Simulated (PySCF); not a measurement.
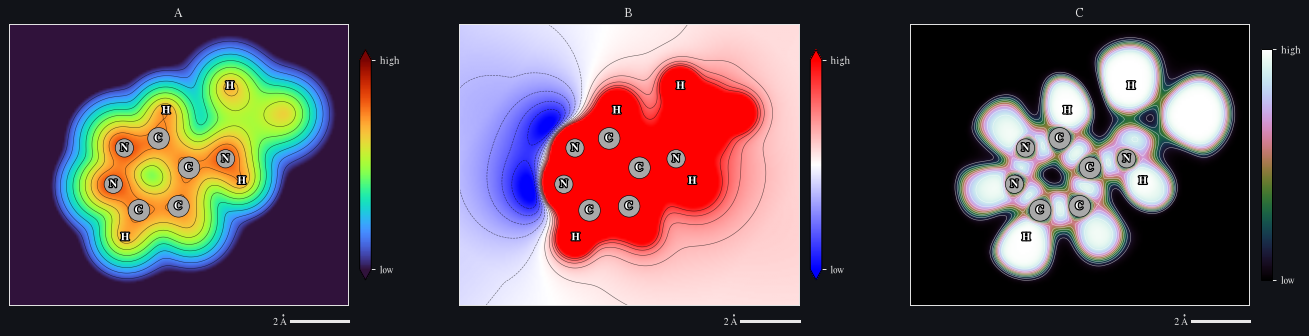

C4H7N3Si (SMILES [SiH3]Nc1ccnnc1): 3 fields on the plane of atoms C5, N6 and N7, with unlabelled colour scales. Grey discs cover the atomic cores.

Geometry: GFN2-xTB, MD frame at 250 fs, 600 K.

Computed with PBE0/pcSseg-1, SCF density, gas phase, non-relativistic in PySCF.

### Which field does each panel show? The fields are: electron density, electron localisation function and electrostatic potential.

Panel A: electron density. Panel B: electrostatic potential (strongly positive close to the atoms, with negative regions outside electron-rich atoms). Panel C: electron localisation function. From the grid: C–N (1.24 Å): the density is about 3 e/Å³ at the midpoint; the ELF peaks at about 0.90 between the atoms: a multiple bond. N–N (1.32 Å): ρ is about 2.6 e/Å³ halfway; the ELF peaks at about 0.90 between the atoms, as expected for a covalent bond.
